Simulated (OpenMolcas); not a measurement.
# quartet GeSiH4F: levels of theory compared

Wanted: a comparison of 5 runs (UHF/def2-SVPD, UB3LYP/def2-SVPD, UPBE/def2-SVPD, USVWN5/def2-SVPD, UTPSS/def2-SVPD) of quartet GeSiH4F. 

The results are computed with OpenMolcas 26.06.

## Step 1: The system as given

GeSiH4F: 7 atoms, total charge 0, spin state quartet. SMILES of the parent species: `F[SiH][GeH3]`. The coordinates come from a PBE0-D4/def2-TZVP relaxation. That shape belongs to the parent species and isn't relaxed for this state.

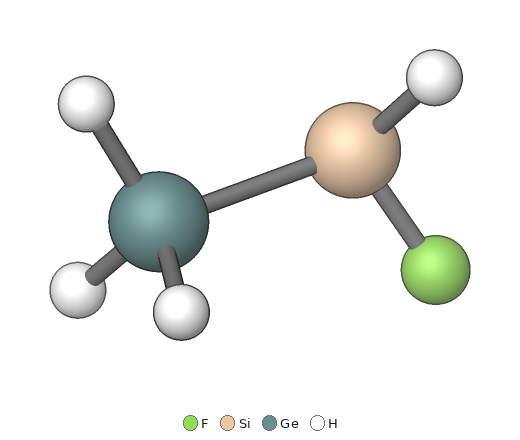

The structure, seen from a chosen angle (fluorine green, silicon light orange, germanium teal, hydrogen white).

## Step 2: A single-point energy at UHF/def2-SVPD (run 1)

Contents of input.xyz:

```xyz
7

F     -0.828200    -1.797600     1.409500
Si    -0.880400    -1.140500    -0.059400
Ge     0.333800     0.913400    -0.081600
H     -0.325400    -2.158700    -1.001700
H      0.289700     1.465200    -1.516000
H     -0.331000     1.924700     0.863100
H      1.802700     0.725500     0.340400
```

Contents of job.input:

```
&GATEWAY
  BasLib=$CurrDir
  Coord=input.xyz
  Basis=def2-SVPD
  Group=NoSym

&SEWARD

&SCF
  UHF
  Spin=4
  Thresholds=1e-10 1e-07 1e-07 1e-05
  PrOrbitals=1 2
```

The basis set def2-SVPD is read from a file made from the Basis Set Exchange's data (not shown).

The run is started by

```
$ export MOLCAS_MEM=1860
$ pymolcas job.input > job.log
```

The program printed:

```text
--- Start Module: gateway ---
[...]
--- Stop Module: gateway /rc=_RC_ALL_IS_WELL_ ---
--- Start Module: seward ---
[...]
      Basis functions          117
--- Stop Module: seward /rc=_RC_ALL_IS_WELL_ ---
[...]
--- Start Module: scf ---
[...]
       Convergence after  29 Iterations
[...]
::    Total SCF energy                              -2465.4279057267
[...]
      Total spin, S                                     1.5026922894
[...]
      Total electronic charge=   59.000000
      Total            charge=   -0.000000
[...]
      Dipole Moment (debye):
      Origin of the operator (angstrom)=   -0.1140    0.0275    0.1422
                   X=  1.2782E+00               Y=  1.8958E+00               Z= -1.1645E+00           Total=  2.5659E+00
      Quadrupole Moment (debye*angstrom):
[...]
--- Stop Module: scf /rc=_RC_ALL_IS_WELL_ ---
[...]
```

Run time: 44 s. Hardware: 1 thread of AMD EPYC 7R43 (Zen 3), shared host; peak memory 0.72 GiB.

## Step 3: The energy at UB3LYP/def2-SVPD (run 2)

Contents of job.input:

```
&GATEWAY
BASLIB=$CurrDir
COORD
7
angstrom
F       -0.828200      -1.797600       1.409500
Si      -0.880400      -1.140500      -0.059400
Ge       0.333800       0.913400      -0.081600
H       -0.325400      -2.158700      -1.001700
H        0.289700       1.465200      -1.516000
H       -0.331000       1.924700       0.863100
H        1.802700       0.725500       0.340400
BASIS=def2-SVPD
GROUP=NoSym
&SEWARD
GRIDINPUT
Grid=UltraFine
End of Grid
&SCF
UHF
SPIN=4
KSDFT=B3LYP
THRESHOLDS=1e-10 1e-07 1e-07 1e-05
PRORBITALS=1 1
```

The basis set def2-SVPD is read from a file made from the Basis Set Exchange's data (not shown).

The run is started by

```
$ export MOLCAS_MEM=1860
$ pymolcas job.input > job.log
```

The program printed:

```text
--- Start Module: gateway ---
[...]
--- Stop Module: gateway /rc=_RC_ALL_IS_WELL_ ---
--- Start Module: seward ---
[...]
      Basis functions          117
--- Stop Module: seward /rc=_RC_ALL_IS_WELL_ ---
[...]
--- Start Module: scf ---
[...]
       Convergence after  24 Iterations
[...]
::    Total KS-DFT energy                           -2468.1680255896
[...]
      Total spin, S                                     1.5009489831
[...]
      Total electronic charge=   59.000000
      Total            charge=   -0.000000
[...]
      Dipole Moment (debye):
      Origin of the operator (angstrom)=   -0.1140    0.0275    0.1422
                   X=  9.8670E-01               Y=  1.4476E+00               Z= -1.2099E+00           Total=  2.1291E+00
      Quadrupole Moment (debye*angstrom):
[...]
--- Stop Module: scf /rc=_RC_ALL_IS_WELL_ ---
[...]
```

It took 1.8 min on 1 thread of AMD EPYC 7R43 (Zen 3), shared host; peak memory 0.72 GiB.

Runs 3 to 4 aren't shown in full; the table further down has their settings and results.

## Step 4: A single-point energy at UTPSS/def2-SVPD (run 5)

Contents of mol.xyz:

```xyz
7

F     -0.828200    -1.797600     1.409500
Si    -0.880400    -1.140500    -0.059400
Ge     0.333800     0.913400    -0.081600
H     -0.325400    -2.158700    -1.001700
H      0.289700     1.465200    -1.516000
H     -0.331000     1.924700     0.863100
H      1.802700     0.725500     0.340400
```

Contents of mol.inp:

```
&GATEWAY
 BasLib=$CurrDir
 Coord=mol.xyz
 Basis=def2-SVPD
 Group=NoSym

&SEWARD
 GridInput
 Grid=UltraFine
 End of Grid

&SCF
 UHF
 Spin=4
 KSDFT=2
 1.0 MGGA_X_TPSS
 1.0 MGGA_C_TPSS
 Thresholds=1e-10 1e-07 1e-07 1e-05
 PrOrbitals=1 2
```

The basis set def2-SVPD is read from a file made from the Basis Set Exchange's data (not shown).

The run is started by

```
$ export MOLCAS_MEM=1860
$ pymolcas mol.inp > mol.log
```

The program printed:

```text
--- Start Module: gateway ---
[...]
--- Stop Module: gateway /rc=_RC_ALL_IS_WELL_ ---
--- Start Module: seward ---
[...]
      Basis functions          117
--- Stop Module: seward /rc=_RC_ALL_IS_WELL_ ---
[...]
--- Start Module: scf ---
[...]
       Convergence after  26 Iterations
[...]
::    Total KS-DFT energy                           -2468.1216142397
[...]
      Total spin, S                                     1.5010086879
[...]
      Total electronic charge=   59.000000
      Total            charge=   -0.000000
[...]
      Dipole Moment (debye):
      Origin of the operator (angstrom)=   -0.1140    0.0275    0.1422
                   X=  9.5384E-01               Y=  1.2793E+00               Z= -9.8783E-01           Total=  1.8768E+00
      Quadrupole Moment (debye*angstrom):
[...]
--- Stop Module: scf /rc=_RC_ALL_IS_WELL_ ---
[...]
```

Run time: 2.6 min. Hardware: 1 thread of AMD EPYC 7R43 (Zen 3), shared host; peak memory 0.72 GiB.

## Step 5: Overview of the runs

```csv
run,level,integration grid,energy (Eh),dipole moment (D),HOMO energy (eV),⟨S²⟩,wall time
1,UHF/def2-SVPD,–,-2465.427906,2.57,-4.79,3.761,44 s
2,UB3LYP/def2-SVPD,UltraFine,-2468.168026,2.13,-2.63,3.754,1.8 min
3,UPBE/def2-SVPD,UltraFine,-2467.545817,1.97,-2.15,3.753,1.7 min
4,USVWN5/def2-SVPD,UltraFine,-2463.137712,2.06,-2.17,3.752,77 s
5,UTPSS/def2-SVPD,UltraFine,-2468.121614,1.88,-2.15,3.754,2.6 min
```

## Step 6: Outcome

```
                                 quantity           value
                      run 5: total energy  -2468.12161 Eh
                     run 5: dipole moment          1.88 D
run 5: HOMO energy (highest over α and β)        -2.15 eV
                              run 5: ⟨S²⟩           3.754
```

What this shows: The dipole moment (its size) runs from 1.88 D (UTPSS/def2-SVPD) to 2.57 D (UHF/def2-SVPD). Totals of different functionals can't be ranked against each other. All runs together took 8.2 min, the longest 2.6 min.
